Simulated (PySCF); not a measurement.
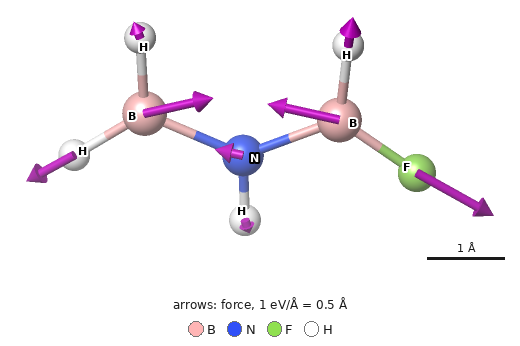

Starting geometry of B$_{2}$NH$_{4}$F with the computed forces as purple arrows. A ball-and-stick model, seen at a tilt.

The start comes from GFN2-xTB. Its atoms were then displaced at random by about 0.01 Å.

Method: PySCF, PBE0-D3(BJ)/def2-SVP geometry optimisation, gas phase. 

**Is this structure relaxed? If not, where do the atoms go?**

It isn't relaxed: the largest force vector, on the F atom, is 2.37 eV/Å. The final displacements follow the starting forces only in part (cosine between the two patterns 0.47). After 13 geometry steps the energy has fallen by 13.7 kJ/mol. The atom that moves furthest after the best rigid fit is the F atom (0.070 Å). By element the largest moves are F 0.070 Å, H 0.059 Å, N 0.049 Å, B 0.039 Å. Some distances before and after: B–H 1.149 → 1.208 Å, B–F 1.283 → 1.329 Å, B–H 1.171 → 1.205 Å, B–H 1.190 → 1.207 Å. Bond angles that change, for instance: B–N–B 130.0° → 125.6°, B–N–H 115.2° → 118.2°, N–B–H 116.5° → 118.9°.
